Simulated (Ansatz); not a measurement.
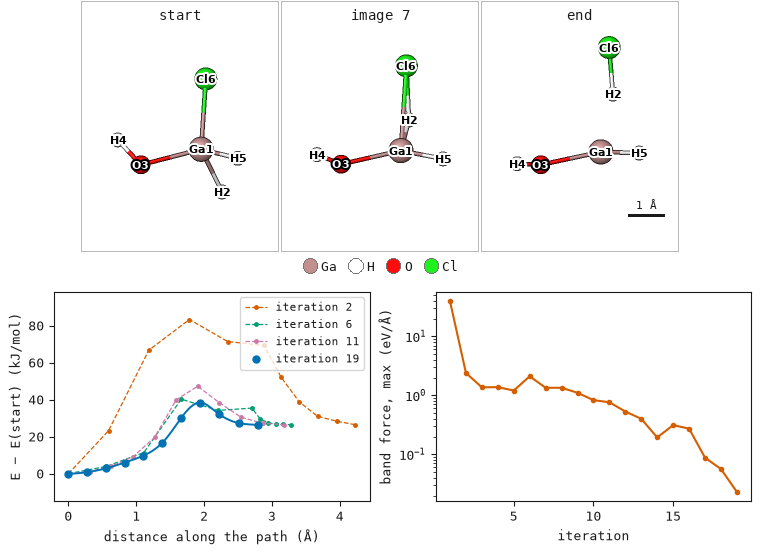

NEB run on GaH₃OCl (multiplicity 2). Images are numbered from 0 (start) to 10 (end). The plot follows the band through its iterations. A ball-and-stick model, seen at a tilt.

These are results of Ansatz, UKS PBE/def2-SVP, not measurements. Set-up: 9 movable images; climbing image; force threshold 0.05 eV/Å; iteration limit 60; starting path through a guess of the saddle point.

Q: How did the profile develop, and is the result final?

A: The result is final at these settings. The band converged in 19 iterations. The largest component of the band force went from 39 to 0.023 eV/Å. The climbing image converged on the top of the path. Its vibrational analysis gives one imaginary mode (366i cm⁻¹), as a transition state must have. The first iteration put the highest image at 526.3 kJ/mol. The highest point, image 7, lies 38.4 kJ/mol above the start and 12.0 kJ/mol above the end; the end is at +26.5 kJ/mol relative to the start.

Cost: 3 min on 2 threads of Intel(R) Xeon(R) Platinum 8488C (Sapphire Rapids), on a shared host, peak memory 0.19 GiB.
